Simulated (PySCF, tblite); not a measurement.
# C₂H₆OS: protonation, NMR shifts, part 1 of 2

What do calculations give for the protonation, NMR shifts of C₂H₆OS (`CS(C)=O`)?

Computed with tblite 0.8.0 and PySCF 2.14.0 and routines of our own; the level stands in each step. Atoms count from 0.

## 1. The starting structure

10 atoms, charge 0, multiplicity 1; geometry from: start built from the parent or by distance geometry.

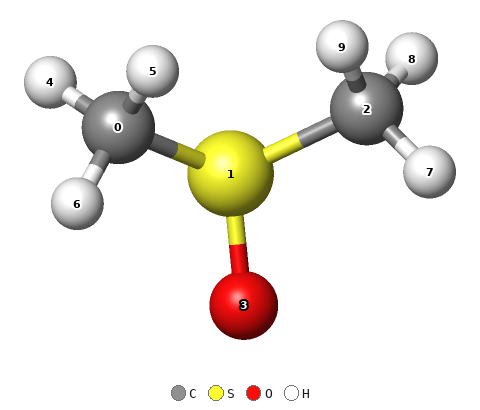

The starting geometry (carbon grey, sulfur yellow, oxygen red, hydrogen white).

## 2. Geometry optimisation with GFN2-xTB

Job settings and geometry (Å):

```
{"job": {"kind": "relax", "xc": "GFN2-xTB", "basis": "xTB"}, "charge": 0, "multiplicity": 1}
C     -1.407700     0.045900    -0.349700
S     -0.100100    -0.614300     0.617700
C      1.468600    -0.078500    -0.045800
O     -0.185400    -0.272500     2.087100
H     -2.002500    -0.779100    -0.757400
H     -1.034300     0.731000    -1.155200
H     -2.075600     0.693900     0.264100
H      1.985100     0.705500     0.580000
H      2.168200    -0.884600    -0.294300
H      1.201500     0.462100    -0.991500
```

On the command line:

```console
$ OMP_NUM_THREADS=1 python redox_run.py task.json out
```

This one command runs all jobs of the session in turn.

The log of the run:

```text
step      E/eV     max force
  0    -396.97639    5.380
  1    -397.50439    2.334
  2    -397.61436    0.700
  3    -397.64923    0.557
  4    -397.66441    0.351
  5    -397.67878    0.363
  6    -397.68961    0.358
  7    -397.70165    0.376
  8    -397.71090    0.295
  9    -397.71907    0.249
 10    -397.72466    0.158
 11    -397.72697    0.105
 12    -397.72784    0.076
 13    -397.72847    0.088
 14    -397.72911    0.081
 15    -397.72965    0.063
 16    -397.72997    0.060
 17    -397.73021    0.065
 18    -397.73052    0.062
 19    -397.73086    0.045
 20    -397.73107    0.041
 21    -397.73118    0.040
 22    -397.73132    0.046
 23    -397.73157    0.059
 24    -397.73201    0.076
 25    -397.73263    0.097
 26    -397.73331    0.086
 27    -397.73389    0.077
 28    -397.73439    0.085
 29    -397.73504    0.083
 30    -397.73589    0.096
 31    -397.73698    0.131
 32    -397.73884    0.182
 33    -397.74205    0.247
 34    -397.74703    0.300
 35    -397.75346    0.355
 36    -397.75740    0.188
 37    -397.74441    0.894
 38    -397.76882    0.192
 39    -397.77435    0.166
 40    -397.77268    0.798
 41    -397.78712    0.118
 42    -397.79200    0.135
 43    -397.79079    0.549
 44    -397.79922    0.139
 45    -397.80137    0.137
 46    -397.80453    0.245
 47    -397.80620    0.099
 48    -397.80729    0.073
 49    -397.80790    0.076
 50    -397.80826    0.069
 51    -397.80862    0.050
 52    -397.80902    0.052
 53    -397.80929    0.056
 54    -397.80954    0.042
 55    -397.80972    0.024
 56    -397.80982    0.019
 57    -397.80986    0.019
 58    -397.80988    0.012
 59    -397.80990    0.010
 60    -397.80993    0.016
 61    -397.80996    0.016
 62    -397.80999    0.018
 63    -397.81004    0.022
 64    -397.81009    0.027
 65    -397.81017    0.034
 66    -397.81034    0.049
 67    -397.81072    0.082
 68    -397.81137    0.145
 69    -397.81251    0.187
 70    -397.81567    0.246
 71    -397.81863    0.190
 72    -397.81360    0.567
 73    -397.82435    0.137
 74    -397.82808    0.129
 75    -397.81531    0.896
 76    -397.83476    0.096
 77    -397.83905    0.102
 78    -397.82568    0.866
 79    -397.84546    0.078
 80    -397.84864    0.095
 81    -397.84835    0.420
 82    -397.85290    0.093
 83    -397.85387    0.100
 84    -397.85525    0.126
 85    -397.85598    0.086
 86    -397.85780    0.068
 87    -397.85919    0.078
 88    -397.86044    0.083
 89    -397.86095    0.089
 90    -397.86155    0.077
 91    -397.86200    0.045
 92    -397.86233    0.038
 93    -397.86237    0.034
 94    -397.86244    0.023
 95    -397.86250    0.018
 96    -397.86254    0.010
 97    -397.86256    0.006
```

Run time: 0.23 s. Hardware: 1 thread of Arm Neoverse V2, shared host.

Along the way: (not every step is listed)

```
step  energy from step 0 (eV)  largest force (eV/Å)
   0                   0.0000                5.3800
   1                  -0.5280                2.3342
   2                  -0.6380                0.7002
   3                  -0.6728                0.5567
   4                  -0.6880                0.3514
   5                  -0.7024                0.3626
   6                  -0.7132                0.3583
   7                  -0.7253                0.3763
   8                  -0.7345                0.2954
  16                  -0.7536                0.0605
  24                  -0.7556                0.0764
  32                  -0.7625                0.1819
  40                  -0.7963                0.7979
  48                  -0.8309                0.0734
  56                  -0.8334                0.0192
  64                  -0.8337                0.0271
  72                  -0.8372                0.5674
  80                  -0.8723                0.0952
  88                  -0.8841                0.0826
  92                  -0.8859                0.0377
  93                  -0.8860                0.0341
  94                  -0.8861                0.0232
  95                  -0.8861                0.0178
  96                  -0.8862                0.0105
  97                  -0.8862                0.0059
```

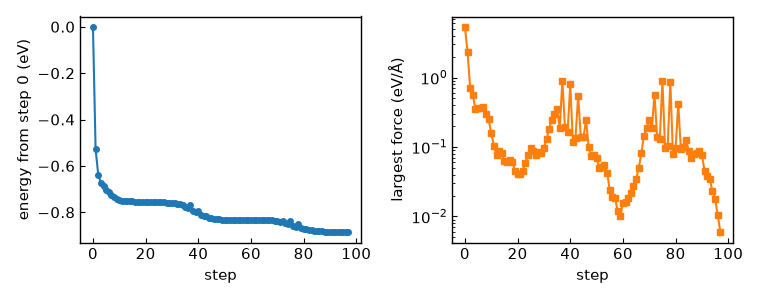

Energy and largest force along the relaxation.

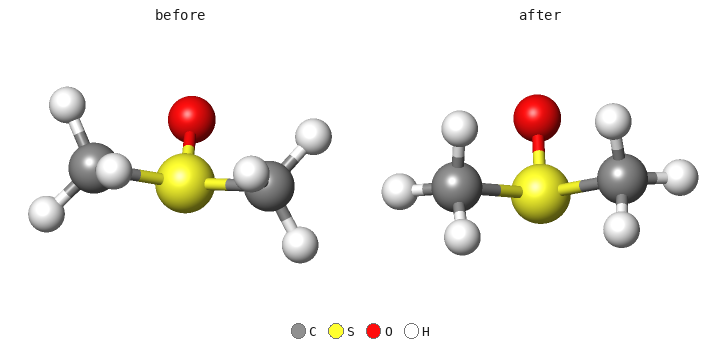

Before and after, at one scale.

Close pairs (by a distance rule), those that changed most:

```csv
bond,before (Å),after (Å),change (Å)
C0–S1,1.755,1.851,+0.095
S1–C2,1.786,1.851,+0.065
S1–O3,1.511,1.461,-0.050
C2–H7,1.128,1.084,-0.044
C2–H9,1.122,1.084,-0.038
C0–H5,1.121,1.084,-0.037
C0–H6,1.115,1.085,-0.030
C0–H4,1.096,1.084,-0.012
```

The next job starts from the end point, and lists it.

## 3. Infrared spectrum with GFN2-xTB

Job settings and geometry (Å):

```
{"job": {"kind": "ir", "xc": "GFN2-xTB", "basis": "xTB"}, "charge": 0, "multiplicity": 1}
C     -1.344673     0.212912    -0.209615
S     -0.108732    -0.777857     0.747709
C      1.345376    -0.196342    -0.238871
O      0.006247    -0.124643     2.050041
H     -1.358024    -0.143278    -1.233091
H     -1.081930     1.263883    -0.163204
H     -2.315179     0.059108     0.250419
H      1.412095     0.884387    -0.182657
H      2.234512    -0.639382     0.197602
H      1.228073    -0.529479    -1.263389
```

The log of the run:

```text
mode    cm-1     km/mol
  1     119.4      0.05
  2     178.5      0.69
  3     269.8      0.16
  4     305.7      8.22
  5     362.3     12.62
  6     654.5     37.08
  7     664.4     72.03
  8     818.3      6.99
  9     867.1     28.60
 10     899.2     20.90
 11     938.1     55.41
 12    1144.9    323.98
 13    1283.5      1.26
 14    1290.3      6.93
 15    1431.2      6.72
 16    1443.0      1.41
 17    1452.3      0.21
 18    1463.4     11.87
 19    3053.8      0.05
 20    3055.0      0.92
 21    3065.1      4.86
 22    3068.7      7.60
 23    3073.0      0.83
 24    3076.7     25.72
ZPE 203.234  H(298)-E 221.231  G(298)-E 127.876 kJ/mol  S 313.12 J/(mol K)
```

Wall time 0.14 s (1 thread of Arm Neoverse V2, shared host).

Which atoms move in the most intense modes:

```
cm⁻¹  km/mol                               atoms
 362    12.6                    O3 30 %, S1 28 %
 654    37.1           C2 29 %, C0 29 %, S1 26 %
 664    72.0           S1 32 %, C0 26 %, C2 26 %
 867    28.6  H9 21 %, H4 21 %, H7 11 %, H5 11 %
 899    20.9  H4 21 %, H9 21 %, H5 10 %, H7 10 %
 938    55.4  H8 19 %, H6 19 %, H5 15 %, H7 15 %
1145   324.0                    O3 63 %, S1 35 %
3077    25.7                    H9 40 %, H4 28 %
```

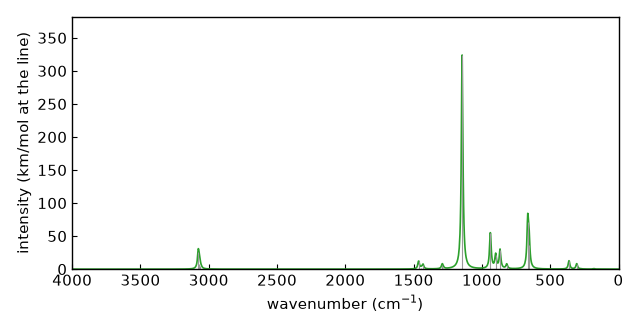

The infrared spectrum from these modes, unscaled. Lines are broadened to a width of 14 cm⁻¹ (Lorentzian).

## 4. Geometry optimisation at PBE0-D3(BJ)/def2-SVP

Settings changed since step 3:

```diff
@@ -1,2 +1,2 @@
-{"job": {"kind": "ir", "xc": "GFN2-xTB", "basis": "xTB"}, "charge": 0, "multiplicity": 1}
+{"job": {"xc": "PBE0", "basis": "def2-SVP", "d3": "d3bj", "grid": 1, "kind": "geom"}, "charge": 0, "multiplicity": 1}
 C     -1.344673     0.212912    -0.209615
```

The log of the run:

```text
step   0  E = -552.62579521  max force = 0.043172
step   1  E = -552.62917035  max force = 0.005406
step   2  E = -552.62876052  max force = 0.005154
step   3  E = -552.62919411  max force = 0.001847
step   4  E = -552.62924765  max force = 0.002045
step   5  E = -552.62926404  max force = 0.000462
step   6  E = -552.62926393  max force = 0.000248
optimisation converged
```

It took 13 s on 1 thread of Arm Neoverse V2, shared host.

Relaxation path: (the energy doesn't fall at every step)

```
step  energy from step 0 (eV)  largest force component (eV/Å)
   0                   0.0000                          2.2200
   1                  -0.0918                          0.2780
   2                  -0.0807                          0.2650
   3                  -0.0925                          0.0950
   4                  -0.0939                          0.1052
   5                  -0.0944                          0.0238
   6                  -0.0944                          0.0128
```

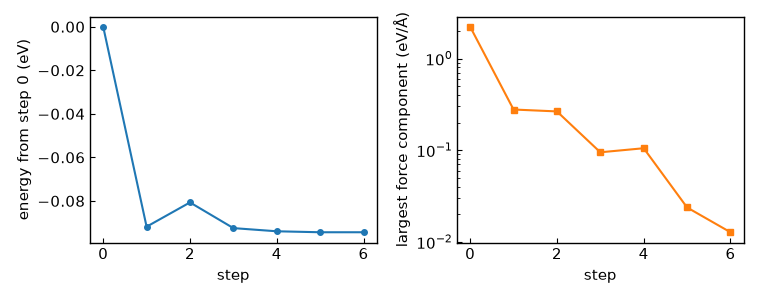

Energy and largest force along the relaxation.

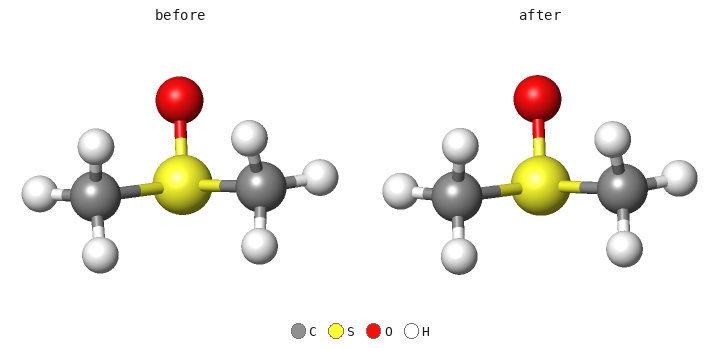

Before and after, at one scale.

Distances of close pairs at the start and the end, largest changes first:

```
 bond  before (Å)  after (Å)  change (Å)
S1–O3       1.461      1.501      +0.039
C0–S1       1.851      1.816      -0.035
S1–C2       1.851      1.816      -0.035
C2–H9       1.084      1.100      +0.016
C0–H4       1.084      1.100      +0.016
C0–H5       1.084      1.100      +0.015
C2–H7       1.084      1.100      +0.015
C2–H8       1.085      1.098      +0.013
```

The end geometry stands in the next job.

| at the end point | value |
| --- | --- |
| point group (found at 0.08 Å tolerance) | Cs |
| rotational constants (GHz, main isotopes) | 6.950, 6.788, 4.171 |
| dipole moment (D) | 3.95 |

## 5. Harmonic vibrations (C₂H₆OS): PBE0-D3(BJ)/def2-SVP

Job settings and geometry (Å):

```
{"job": {"xc": "PBE0", "basis": "def2-SVP", "d3": "d3bj", "grid": 2, "kind": "hessian"}, "charge": 0, "multiplicity": 1}
C     -1.351625     0.151610    -0.187246
S     -0.060254    -0.755429     0.711146
C      1.340668    -0.154241    -0.275714
O      0.059179    -0.092297     2.052181
H     -1.425826    -0.199833    -1.226675
H     -1.119936     1.225587    -0.137769
H     -2.291023    -0.047292     0.345795
H      1.359990     0.943609    -0.215089
H      2.244434    -0.565195     0.194061
H      1.264417    -0.501402    -1.316407
```

The log of the run:

```text
coarse grid: 8608 points
cycle   1  E = -552.4049423073  dE =  5.033e-01  |g| = 8.718e-01  |ddm| = 3.190e+00
cycle   2  E = -551.4556084477  dE =  9.493e-01  |g| = 2.248e+00  |ddm| = 5.177e+00
cycle   3  E = -552.5561639848  dE = -1.101e+00  |g| = 1.881e-01  |ddm| = 4.459e+00
cycle   4  E = -552.5624970875  dE = -6.333e-03  |g| = 1.143e-01  |ddm| = 3.016e-01
cycle   5  E = -552.5658391552  dE = -3.342e-03  |g| = 1.135e-02  |ddm| = 1.197e-01
cycle   6  E = -552.5658744470  dE = -3.529e-05  |g| = 2.611e-03  |ddm| = 1.829e-02
cycle   7  E = -552.5658763206  dE = -1.874e-06  |g| = 5.502e-04  |ddm| = 6.162e-03
final grid: 77608 points
cycle   8  E = -552.6292855554  dE = -8.519e-06  |g| = 9.058e-03  |ddm| = 2.383e-02
cycle   9  E = -552.6292524571  dE =  3.310e-05  |g| = 1.510e-02  |ddm| = 2.559e-02
cycle  10  E = -552.6293041160  dE = -5.166e-05  |g| = 2.419e-03  |ddm| = 1.835e-02
cycle  11  E = -552.6293053344  dE = -1.218e-06  |g| = 1.496e-04  |ddm| = 2.478e-03
cycle  12  E = -552.6293053413  dE = -6.877e-09  |g| = 3.172e-05  |ddm| = 2.519e-04
cycle  13  E = -552.6293053416  dE = -2.849e-10  |g| = 6.265e-06  |ddm| = 5.103e-05
cycle  14  E = -552.6293053416  dE = -9.095e-12  |g| = 1.780e-06  |ddm| = 1.332e-05
converged SCF energy = -552.6293053416

mode    cm-1
  1     182.5
  2     230.7
  3     283.9
  4     314.1
  5     367.8
  6     659.3
  7     684.1
  8     875.7
  9     914.8
 10     953.1
 11    1013.2
 12    1137.5
 13    1283.8
 14    1308.5
 15    1410.2
 16    1424.3
 17    1428.1
 18    1446.8
 19    3059.3
 20    3060.1
 21    3190.1
 22    3192.1
 23    3197.4
 24    3198.1
ZPE 208.244  H(298)-E 225.505  G(298)-E 133.964 kJ/mol  S 307.03 J/(mol K)
```

Wall time 66 s (1 thread of Arm Neoverse V2, shared host); peak memory 1.3 GiB.

Zero-point energy 208.24 kJ/mol (xTB gave 203.23).

## 6. Single point (C2H6OS): wB97X-D3(BJ)/def2-TZVP

Geometry: PBE0-D3(BJ)/def2-SVP.

Settings changed since step 5:

```diff
@@ -1,2 +1,2 @@
-{"job": {"xc": "PBE0", "basis": "def2-SVP", "d3": "d3bj", "grid": 2, "kind": "hessian"}, "charge": 0, "multiplicity": 1}
+{"job": {"kind": "sp", "xc": "wB97X", "basis": "def2-TZVP", "d3": "d3bj", "grid": 2}, "charge": 0, "multiplicity": 1}
 C     -1.351625     0.151610    -0.187246
```

The log of the run:

```text
coarse grid: 8608 points
cycle   1  E = -553.1984340376  dE =  5.773e-01  |g| = 8.714e-01  |ddm| = 2.309e+00
cycle   2  E = -553.0096133090  dE =  1.888e-01  |g| = 1.366e+00  |ddm| = 1.523e+00
cycle   3  E = -553.3570873593  dE = -3.475e-01  |g| = 5.064e-02  |ddm| = 9.815e-01
cycle   4  E = -553.3578559863  dE = -7.686e-04  |g| = 1.837e-02  |ddm| = 6.516e-02
cycle   5  E = -553.3579494467  dE = -9.346e-05  |g| = 5.836e-03  |ddm| = 2.387e-02
cycle   6  E = -553.3579605045  dE = -1.106e-05  |g| = 1.711e-03  |ddm| = 7.409e-03
cycle   7  E = -553.3579615932  dE = -1.089e-06  |g| = 3.380e-04  |ddm| = 3.454e-03
final grid: 77608 points
cycle   8  E = -553.3580597250  dE = -2.733e-05  |g| = 4.322e-03  |ddm| = 1.871e-02
cycle   9  E = -553.3580589254  dE =  7.996e-07  |g| = 4.945e-03  |ddm| = 5.096e-03
cycle  10  E = -553.3580632300  dE = -4.305e-06  |g| = 6.606e-04  |ddm| = 2.908e-03
cycle  11  E = -553.3580633066  dE = -7.654e-08  |g| = 1.808e-04  |ddm| = 5.207e-04
cycle  12  E = -553.3580633158  dE = -9.247e-09  |g| = 3.377e-05  |ddm| = 1.941e-04
converged SCF energy = -553.3580633158
```

It took 4.3 s on 1 thread of Arm Neoverse V2, shared host; peak memory 0.6 GiB.

## 7. Geometry optimisation with GFN2-xTB

This step treats C2H7OS+, `C[S+](C)O`.

Job settings and geometry (Å):

```
{"job": {"kind": "relax", "xc": "GFN2-xTB", "basis": "xTB"}, "charge": 1, "multiplicity": 1}
C     -1.335400     0.145500    -0.192500
S     -0.071000    -0.746800     0.688100
C      1.358100    -0.161900    -0.272500
O      0.056700    -0.077700     2.031600
H     -1.429100    -0.203700    -1.215300
H     -1.130900     1.223900    -0.146500
H     -2.290600    -0.041500     0.334800
H      1.371400     0.952600    -0.210100
H      2.253400    -0.572000     0.192800
H      1.255100    -0.504100    -1.311100
H      0.409000    -0.828300     2.608400
```

The log of the run:

```text
step      E/eV     max force
  0    -399.78802    4.521
  1    -400.06398    0.988
  2    -400.09807    0.832
  3    -400.17274    0.586
  4    -400.18855    0.403
  5    -400.20122    0.219
  6    -400.20488    0.204
  7    -400.21124    0.215
  8    -400.21537    0.177
  9    -400.21901    0.132
 10    -400.22157    0.151
 11    -400.22411    0.163
 12    -400.22693    0.172
 13    -400.22951    0.135
 14    -400.23109    0.113
 15    -400.23198    0.090
 16    -400.23269    0.118
 17    -400.23336    0.109
 18    -400.23382    0.058
 19    -400.23405    0.040
 20    -400.23421    0.041
 21    -400.23443    0.058
 22    -400.23474    0.054
 23    -400.23507    0.053
 24    -400.23536    0.048
 25    -400.23569    0.072
 26    -400.23615    0.103
 27    -400.23671    0.096
 28    -400.23720    0.055
 29    -400.23750    0.036
 30    -400.23768    0.049
 31    -400.23790    0.067
 32    -400.23817    0.055
 33    -400.23840    0.033
 34    -400.23850    0.029
 35    -400.23861    0.027
 36    -400.23875    0.036
 37    -400.23892    0.034
 38    -400.23907    0.045
 39    -400.23923    0.032
 40    -400.23940    0.051
 41    -400.23958    0.029
 42    -400.23968    0.037
 43    -400.23971    0.021
 44    -400.23973    0.015
 45    -400.23975    0.018
 46    -400.23979    0.016
 47    -400.23981    0.015
 48    -400.23982    0.013
 49    -400.23984    0.017
 50    -400.23985    0.019
 51    -400.23986    0.017
 52    -400.23988    0.012
 53    -400.23989    0.007
```

Wall time 0.25 s (1 thread of Arm Neoverse V2, shared host).

The steps of the relaxation: (not every step is listed)

```csv
step,energy from step 0 (eV),largest force (eV/Å)
0,0.0000,4.5215
1,-0.2760,0.9883
2,-0.3100,0.8323
3,-0.3847,0.5855
4,-0.4005,0.4034
5,-0.4132,0.2189
6,-0.4169,0.2035
7,-0.4232,0.2155
8,-0.4273,0.1766
12,-0.4389,0.1717
16,-0.4447,0.1175
20,-0.4462,0.0406
24,-0.4473,0.0479
28,-0.4492,0.0552
32,-0.4502,0.0546
36,-0.4507,0.0360
40,-0.4514,0.0513
44,-0.4517,0.0154
48,-0.4518,0.0127
49,-0.4518,0.0169
50,-0.4518,0.0186
51,-0.4518,0.0170
52,-0.4519,0.0119
53,-0.4519,0.0067
```

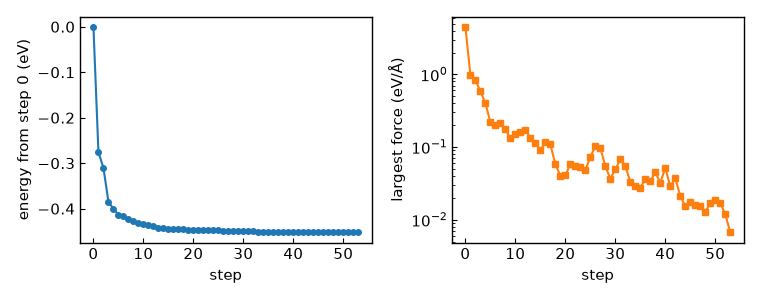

Energy and largest force along the relaxation.

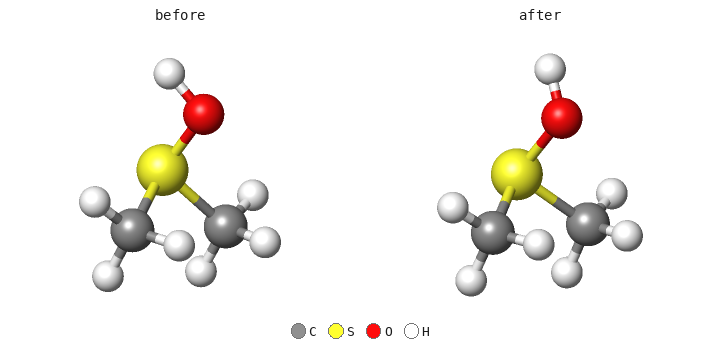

Before and after, at one scale.

Close pairs (by a distance rule), those that changed most:

```
  bond  before (Å)  after (Å)  change (Å)
 S1–O3       1.506      1.603      +0.097
O3–H10       1.010      0.966      -0.044
 C2–H7       1.116      1.086      -0.030
 C0–H6       1.107      1.087      -0.020
 C0–S1       1.781      1.800      +0.020
 S1–C2       1.819      1.800      -0.019
 C0–H5       1.099      1.086      -0.012
 C2–H9       1.098      1.086      -0.012
```

The final coordinates are the input of the step that follows.

## 8. Infrared spectrum with GFN2-xTB

Job settings and geometry (Å):

```
{"job": {"kind": "ir", "xc": "GFN2-xTB", "basis": "xTB"}, "charge": 1, "multiplicity": 1}
C     -1.342993     0.126844    -0.143869
S     -0.023973    -0.865500     0.575082
C      1.378806    -0.173909    -0.315227
O      0.151950    -0.086338     1.965441
H     -1.433029    -0.119704    -1.197926
H     -1.124876     1.183570    -0.018242
H     -2.277874    -0.115497     0.355093
H      1.399879     0.905286    -0.194214
H      2.294808    -0.605412     0.080481
H      1.290887    -0.436934    -1.365434
H      0.133198    -0.626231     2.766415
```

The log of the run:

```text
mode    cm-1     km/mol
  1     107.8     41.25
  2     136.0     78.76
  3     172.6      0.42
  4     263.6      0.08
  5     311.6     10.02
  6     328.8      4.98
  7     710.9     12.34
  8     734.3     49.52
  9     798.9    190.70
 10     871.6     13.84
 11     894.3     18.69
 12     917.5     16.68
 13     978.7     43.81
 14    1027.9    205.75
 15    1314.0     12.51
 16    1316.8     19.85
 17    1387.9     25.42
 18    1405.7     16.22
 19    1410.8      2.35
 20    1420.7     41.43
 21    3052.8      4.46
 22    3053.9      7.54
 23    3057.8      9.67
 24    3061.1      6.75
 25    3064.6      2.12
 26    3067.8      7.67
 27    3479.0    139.39
ZPE 229.369  H(298)-E 249.333  G(298)-E 151.894 kJ/mol  S 326.81 J/(mol K)
```

Wall time 0.15 s (1 thread of Arm Neoverse V2, shared host).

The strongest bands and the atoms that carry them (share of the mass-weighted mode):

| cm⁻¹ | km/mol | atoms |
| --- | --- | --- |
| 108 | 41.2 | H10 20 %, H7 14 %, H5 14 %, H4 13 % |
| 136 | 78.8 | H10 37 %, O3 23 % |
| 734 | 49.5 | S1 31 %, C2 28 %, C0 25 % |
| 799 | 190.7 | O3 64 %, S1 26 % |
| 979 | 43.8 | H8 20 %, H6 20 %, H7 11 %, H5 10 % |
| 1028 | 205.8 | H10 68 % |
| 1421 | 41.4 | H6 28 %, H8 24 %, H5 12 %, H4 11 % |
| 3479 | 139.4 | H10 94 % |

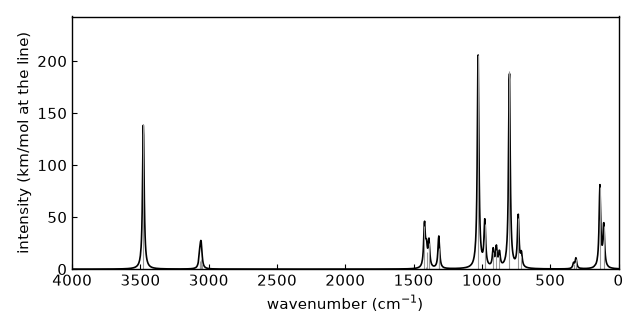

The infrared spectrum from these modes, unscaled. Lines are broadened to a width of 14 cm⁻¹ (Lorentzian).

(Continued in part 2 of 2.)
